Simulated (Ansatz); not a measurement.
# NaMgBr3 (model cell, started as cubic perovskite with Mg in the octahedra): a soft mode frozen in, part 2 of 3

Aim: this structure of NaMgBr3 (model cell, started as cubic perovskite with Mg in the octahedra) is to be tested for unstable modes, and one is followed downhill.

Ansatz 0.2.0; DFT PBE, scalar-relativistic, plane waves, PAW.

So far, highest frequency on the path or at a solved wavevector (cm⁻¹): step 2 (the dispersion) 272. Also lowest frequency on the path (cm⁻¹): step 2 -78.9.

The structure was built from a prototype and need not be the compound's stable phase.

## 6. Relaxing from the distorted cell

Starting from the lowest point found, all atoms and the cell are let go, so that strain and other modes of the same symmetry can join in.

input.yaml

```yaml
crystal:
  lattice:
    - [5.3131069714, 0.0, 0.0]
    - [0.0, 5.3131069714, 0.0]
    - [0.0, 0.0, 10.6262139428]
  atoms:
    - { symbol: Na, position: [0.112928274, 0.0, 0.0] }
    - { symbol: Na, position: [-0.112928274, 0.0, 0.5] }
    - { symbol: Mg, position: [0.5, 0.5, 0.25] }
    - { symbol: Mg, position: [0.5, 0.5, 0.75] }
    - { symbol: Br, position: [0.5174496594, 0.5, 0.5] }
    - { symbol: Br, position: [0.4825503406, 0.5, 0.0] }
    - { symbol: Br, position: [0.5, 0.0, 0.25] }
    - { symbol: Br, position: [0.5, 0.0, 0.75] }
    - { symbol: Br, position: [0.0, 0.5, 0.25] }
    - { symbol: Br, position: [0.0, 0.5, 0.75] }
kpoints:
  mp_grid: { grid: [4, 4, 2] }
hamiltonian:
  xc: pbe
scf:
  occupations: { method: fixed }
output:
  forces: true
  stress: true
  eigenvalues: true
relax:
  adjacent_minimum: "off"
  f_tol: 0.002
  max_steps: 120
  cell: { stress_tol: 0.03 }
```

Run with:

```sh
$ ansatz run input.yaml --threads 4 --pin off --max-ram 14336MiB --backend cpu --events-out ev --progress --plain --runs-dir out
```

Numbers of over 12 decimals in the logs are rounded to 6 here.

The log of the run:

```text
[...]
Crystal: 10 atoms, lattice volume = 299.969 Å³
Basis set: ecut = 420 eV, 5851 PW (Γ), exchange–correlation on 72×72×144 points (8 copies of the dense FFT grid, shifted against one another)
Bands: 50, of which v1, the nominal top of the filled ones, is band 40 counted from 1 (39 counted from 0)
Symmetry: 8 space group operations
[...]
k-points: 18 of 32
[...]
SCF iter   1: F=—  HF=-23533.394197 eV  |F-HF|=—  |Δ(HF+E_count)|=         —  Δρ=5.74e-4  dr2=2.18e-3  ethr=1.77e-3  ⟨swp⟩=6.3  Hψ=3691  notcnv=0  defer=136
[...]
SCF iter   6: F=-23533.394978 eV  HF=-23533.394978 eV  |F-HF|=5.34e-9  |Δ(HF+E_count)|=   1.95e-7  Δρ=3.25e-6  dr2=2.68e-8  ethr=1.25e-10  ⟨swp⟩=18.2  Hψ=6068  notcnv=0
SCF 1 converged in 6 iterations: F = -23533.394978 eV  dr2 = 2.68e-8
[...]
relax step   1: F+E_penalty+E_count = -23533.39497792 eV  Δ(F+E_penalty+E_count) = +0.000e0 eV  max|allowed force component| = 1.702e-1 eV/Å  Δτ_max = 0.0000 Å  P = +0.233 GPa  Ω = 299.969 Å³  (6 SCF iters, dr2 threshold 1.00e-7 eV, accepted)
Crystal: 10 atoms, lattice volume = 303.643 Å³
Basis set: ecut = 420 eV, 5891 PW (Γ), exchange–correlation on 72×72×144 points (8 copies of the dense FFT grid, shifted against one another)
[...]
iter 1 solved again at ethr=4.37e-5 eV; its pass at ethr=3.10e-3 eV (dr2=3.49e-2 eV) is discarded
[...]
SCF iter   5: F=-23533.424496 eV  HF=-23533.424496 eV  |F-HF|=9.38e-7  |Δ(HF+E_count)|=   5.01e-6  Δρ=1.31e-5  dr2=4.67e-7  ethr=1.25e-9  ⟨swp⟩=14.2  Hψ=5734  notcnv=0
SCF 2 converged in 5 iterations: F = -23533.424496 eV  dr2 = 4.67e-7
relax step   2: F+E_penalty+E_count = -23533.42449648 eV  Δ(F+E_penalty+E_count) = -2.952e-2 eV  max|allowed force component| = 1.736e-1 eV/Å  Δτ_max = 0.0743 Å  P = -0.021 GPa  Ω = 303.643 Å³  energy of the carried Pulay correction = -2.039e-4 eV  (5 SCF iters, dr2 threshold 1.00e-6 eV, accepted)
Crystal: 10 atoms, lattice volume = 305.127 Å³
Basis set: ecut = 420 eV, 5899 PW (Γ), exchange–correlation on 72×72×144 points (8 copies of the dense FFT grid, shifted against one another)
[...]
SCF iter   6: F=-23533.490246 eV  HF=-23533.490245 eV  |F-HF|=9.29e-7  |Δ(HF+E_count)|=   1.15e-5  Δρ=8.16e-6  dr2=3.71e-7  ethr=1.25e-9  ⟨swp⟩=15.9  Hψ=5765  notcnv=0
SCF 3 converged in 6 iterations: F = -23533.490246 eV  dr2 = 3.71e-7
relax step   3: F+E_penalty+E_count = -23533.49024604 eV  Δ(F+E_penalty+E_count) = -6.575e-2 eV  max|allowed force component| = 1.253e-1 eV/Å  Δτ_max = 0.1951 Å  P = +0.081 GPa  Ω = 305.127 Å³  energy of the carried Pulay correction = -2.855e-4 eV  (6 SCF iters, dr2 threshold 1.00e-6 eV, accepted)
[...]
relax step   4: F+E_penalty+E_count = -23533.52704126 eV  Δ(F+E_penalty+E_count) = -3.680e-2 eV  max|allowed force component| = 4.830e-2 eV/Å  Δτ_max = 0.1949 Å  P = +0.094 GPa  Ω = 308.076 Å³  energy of the carried Pulay correction = -4.465e-4 eV  (6 SCF iters, dr2 threshold 9.81e-7 eV, accepted)
[...]
relax step   5: F+E_penalty+E_count = -23533.53892789 eV  Δ(F+E_penalty+E_count) = -1.189e-2 eV  max|allowed force component| = 8.872e-3 eV/Å  Δτ_max = 0.1738 Å  P = +0.009 GPa  Ω = 311.740 Å³  energy of the carried Pulay correction = -6.444e-4 eV  (7 SCF iters, dr2 threshold 1.46e-7 eV, accepted)
[...]
relax step   6: F+E_penalty+E_count = -23533.54095170 eV  Δ(F+E_penalty+E_count) = -2.024e-3 eV  max|allowed force component| = 7.507e-4 eV/Å  Δτ_max = 0.0082 Å  P = +0.003 GPa  Ω = 311.839 Å³  energy of the carried Pulay correction = -6.497e-4 eV  (5 SCF iters, dr2 threshold 9.07e-8 eV, accepted)
Basis set: ecut = 420 eV, 6055 PW (Γ), exchange–correlation on 72×80×150 points (8 copies of the dense FFT grid, shifted against one another)
[...]
SCF iter   7: F=-23533.541459 eV  HF=-23533.541459 eV  |F-HF|=2.55e-11  |Δ(HF+E_count)|=  1.53e-10  Δρ=4.45e-8  dr2=1.30e-11  ethr=1.00e-12  ⟨swp⟩=18.8  Hψ=5688  notcnv=0
SCF 7 converged in 7 iterations: F = -23533.541459 eV  dr2 = 1.30e-11
relax step   7: F+E_penalty+E_count = -23533.54145851 eV  Δ(F+E_penalty+E_count) = -5.068e-4 eV  max|allowed force component| = 6.188e-4 eV/Å  Δτ_max = 0.0000 Å  P = +0.000 GPa  Ω = 311.839 Å³  stress off target by 4.02e-3 GPa  SCF on the basis re-selected at this cell (its energy is not comparable with the rows above)  (7 SCF iters)
basis re-selected at this cell: Δ(F+E_penalty+E_count) = -5.068e-4 eV, ΔP = -0.003 GPa vs the last step (what re-selecting the basis moved, of the pressure what is left beyond the Pulay correction that the steps carried, after the strain that the cell walked since its last selection, with what the two solves' SCF thresholds leave and, on support functions, any second-order correction that the steps lacked; it is no measure of the basis error at this ecutwfc). The dense FFT grid was sized anew with the basis: this SCF ran on 36×40×75 points, the steps before it on 36×36×72, so part of this shift can come from that change (see relax.cell in the input reference). [rest of the remark cut]
SCF converged after 7 iterations
Free energy (F): -23533.541459 eV
[...]
Internal energy: -23533.541459 eV  (E = F + TS)
E sigma→0 (E₀):  -23533.541459 eV
Fermi energy:    1.607742 eV
[...]
--- Forces (eV/Å), atoms counted from 1 ---
  atom   1  Na     0.00061879    -0.00000000     0.00000000
  atom   2  Na    -0.00061879     0.00000000     0.00000000
  atom   3  Mg    -0.00000000    -0.00000000     0.00000000
  atom   4  Mg    -0.00000000    -0.00000000     0.00000000
  atom   5  Br     0.00015345    -0.00000000     0.00000000
  atom   6  Br    -0.00015345     0.00000000     0.00000000
  atom   7  Br     0.00000000     0.00000000     0.00000000
  atom   8  Br     0.00000000     0.00000000     0.00000000
  atom   9  Br    -0.00000000     0.00000000     0.00000000
  atom  10  Br    -0.00000000     0.00000000     0.00000000
  max |Σ_I F_I| component: 8.67e-19 eV/Å
--- Stress (GPa, compression-positive) ---
        0.004024       0.000000       0.000000
        0.000000      -0.000389      -0.000000
        0.000000      -0.000000      -0.002755
  P = ⅓ Tr σ = 0.0003 GPa (0.003 kbar)
--- Band table (eV; the first three rows and the last of 18) ---
  k-point 0: bands = [... 36 lower, 0.9664, 1.1316, 1.1370, 1.1422, 4.0402, 5.2935, 6.1563, 7.0036, ... 6 higher]
  k-point 1: bands = [... 36 lower, 0.9100, 0.9100, 1.1357, 1.1357, 4.9733, 4.9733, 5.9095, 5.9095, ... 6 higher]
  k-point 2: bands = [... 36 lower, 0.8188, 0.8899, 0.9012, 1.1380, 4.9795, 5.9133, 6.6775, 7.1818, ... 6 higher]
  k-point 17: bands = [... 36 lower, 1.2240, 1.2240, 1.6055, 1.6055, 6.5576, 6.5576, 7.5675, 7.5675, ... 6 higher]
--- Relaxed structure (6 steps of the walk, 6 accepted, 1 SCFs on fresh bases) ---
  F+E_penalty+E_count = -23533.54145851 eV   max|allowed force component| = 6.188e-4 eV/Å   (the final SCF, on the basis selected at the relaxed cell)
  cell:  # Å, volume = 311.8391 Å³
    - [5.332982, 0.0, 0.0]
    - [0.0, 5.402643, 0.0]
    - [0.0, 0.0, 10.823162]
  atoms:
    - { symbol: Na, position: [0.234554, 0, 0] }
    - { symbol: Na, position: [-0.234554, 0, 0.5] }
    - { symbol: Mg, position: [0.5, 0.500000, 0.25] }
    - { symbol: Mg, position: [0.5, 0.500000, 0.750000] }
    - { symbol: Br, position: [0.518494, 0.500000, 0.5] }
    - { symbol: Br, position: [0.481506, 0.500000, 0] }
    - { symbol: Br, position: [0.5, 0, 0.25] }
    - { symbol: Br, position: [0.5, 0, 0.750000] }
    - { symbol: Br, position: [-3.9179865611168957e-19, 0.500000, 0.25] }
    - { symbol: Br, position: [-3.9179865611168943e-19, 0.500000, 0.750000] }
```

Wall time 24 s (4 threads of Arm Neoverse V2, shared host); peak memory 0.78 GiB.

Relaxation path:

| step | energy less that of the first step (eV) | largest force component (eV/Å) | pressure (GPa) | volume (Å³) |
| --- | --- | --- | --- | --- |
| 1 | 0.0000 | 0.1702 | 0.23 | 299.97 |
| 2 | -0.0295 | 0.1736 | -0.02 | 303.64 |
| 3 | -0.0953 | 0.1253 | 0.08 | 305.13 |
| 4 | -0.1321 | 0.0483 | 0.09 | 308.08 |
| 5 | -0.1440 | 0.0089 | 0.01 | 311.74 |
| 6 | -0.1460 | 0.0008 | 0.00 | 311.84 |
| 7* | -0.1465 | 0.0006 | 0.00 | 311.84 |

Relaxation steps marked * repeat the geometry before them on a plane-wave basis chosen anew for their cell, so energy and pressure can jump there.

The run keeps the 8 symmetry operations that it works with, so distortions that break them were not tested.

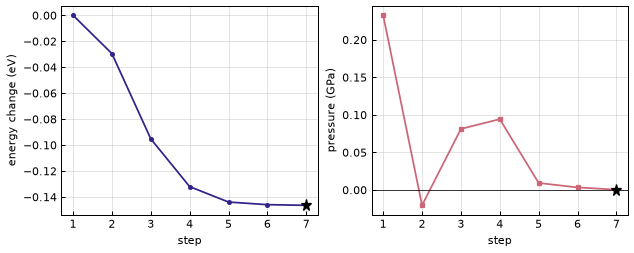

Energy and pressure along the relaxation. Stars mark steps on a basis chosen anew.

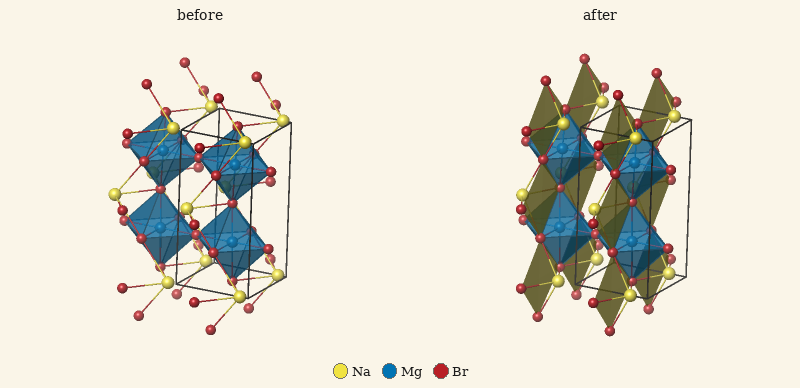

The structure before and after the relaxation, drawn at the same scale.

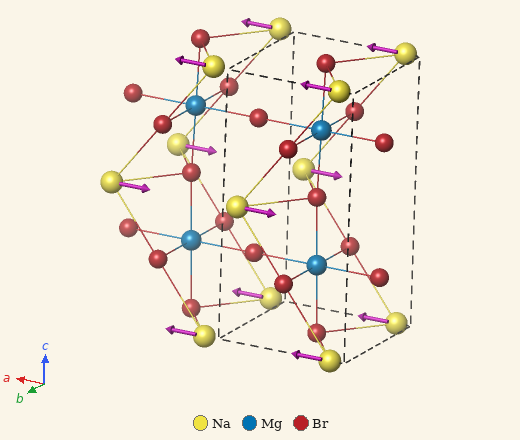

Displacements in the relaxation, exaggerated, measured against the changing cell; the longest in the cell stands for 0.65 Å. 2×1×1 cells are drawn. Some periodic images of atoms are drawn too.

| cell as run | before | after | change |
| --- | --- | --- | --- |
| a (Å) | 5.313 | 5.333 | +0.4 % |
| b (Å) | 5.313 | 5.403 | +1.7 % |
| c (Å) | 10.626 | 10.823 | +1.9 % |
| volume (Å³/atom) | 30.00 | 31.18 | +4.0 % |

The atoms that moved most (Å, as changes of fractional coordinates times the final cell):

| atom | dx | dy | dz | length |
| --- | --- | --- | --- | --- |
| Na1 | 0.649 | 0.000 | 0.000 | 0.649 |
| Na2 | -0.649 | 0.000 | 0.000 | 0.649 |
| Br6 | -0.006 | 0.000 | 0.000 | 0.006 |
| Br5 | 0.006 | 0.000 | 0.000 | 0.006 |

Numbers from this step:

* pressure: 2.93e-4 GPa
* gap on the k-mesh: 2.432 eV
* volume per atom: 31.18 Å³

The distorted start has space group Pmma; the relaxation ends in Pmma.

## 7. The new phase in its own primitive cell

The relaxed structure is symmetrised, reduced to its primitive cell and relaxed tightly, as its phonons need.

input.yaml

```yaml
crystal:
  lattice:
    - [10.823161659, 0.0, 0.0]
    - [0.0, 5.4026434354, 0.0]
    - [0.0, 0.0, 5.3329823809]
  atoms:
    - { symbol: Na, position: [0.75, 0.0, 0.2345544873] }
    - { symbol: Na, position: [0.25, 0.0, 0.7654455127] }
    - { symbol: Mg, position: [0.5, 0.5, 0.5] }
    - { symbol: Mg, position: [0.0, 0.5, 0.5] }
    - { symbol: Br, position: [0.25, 0.5, 0.5184939509] }
    - { symbol: Br, position: [0.75, 0.5, 0.4815060491] }
    - { symbol: Br, position: [0.5, 0.0, 0.5] }
    - { symbol: Br, position: [0.0, 0.0, 0.5] }
    - { symbol: Br, position: [0.5, 0.5, 0.0] }
    - { symbol: Br, position: [0.0, 0.5, 0.0] }
kpoints:
  mp_grid: { grid: [2, 4, 4] }
hamiltonian:
  xc: pbe
scf:
  occupations: { method: fixed }
output:
  forces: true
  stress: true
  eigenvalues: true
relax:
  adjacent_minimum: "off"
  f_tol: 0.001
  max_steps: 60
  cell: { stress_tol: 0.01 }
```

The log of the run:

```text
[...]
Crystal: 10 atoms, lattice volume = 311.839 Å³
Basis set: ecut = 420 eV, 6055 PW (Γ), exchange–correlation on 150×80×72 points (8 copies of the dense FFT grid, shifted against one another)
Bands: 50, of which v1, the nominal top of the filled ones, is band 40 counted from 1 (39 counted from 0)
Symmetry: 8 space group operations
[...]
k-points: 18 of 32
[...]
- { symbol: Na, position: [0.75, 0.0, 0.234554] }
    - { symbol: Na, position: [0.25, 0.0, 0.765446] }
    - { symbol: Mg, position: [0.5, 0.5, 0.5] }
    - { symbol: Mg, position: [0.0, 0.5, 0.5] }
    - { symbol: Br, position: [0.25, 0.5, 0.5184939509] }
    - { symbol: Br, position: [0.75, 0.5, 0.4815060491] }
    - { symbol: Br, position: [0.5, 0.0, 0.5] }
    - { symbol: Br, position: [0.0, 0.0, 0.5] }
    - { symbol: Br, position: [0.5, 0.5, 0.0] }
    - { symbol: Br, position: [0.0, 0.5, 0.0] }
[key lines of the parts left out:]
SCF converged after 8 iterations
Free energy (F): -23533.541459 eV
Fermi energy:    1.607744 eV
P = ⅓ Tr σ = 0.0003 GPa (0.003 kbar)
```

Wall time 8.5 s (4 threads); peak memory 0.79 GiB.

Little changed from the start: no atom moved by 0.005 Å and no cell edge by 0.1 %.

This step gave:

```
pressure           : 2.97e-4 GPa
direct gap on mesh : 2.898 eV
```

The largest force component left is 0.62 meV/Å and the pressure is 0.000 GPa, within the tolerances set. The cell now holds 31.18 Å³/atom.

(Part 2 of 3 ends here.)

[Logs are printed without paths, hosts, clocks, repeated set-up lines and the standing remarks that a program may print on its own settings, such as how far it seeks lower states.]

[Hosts, paths, dates, database ids (printed as entryN), source tags and the programs' standing remarks are cut or masked in the printed files.]
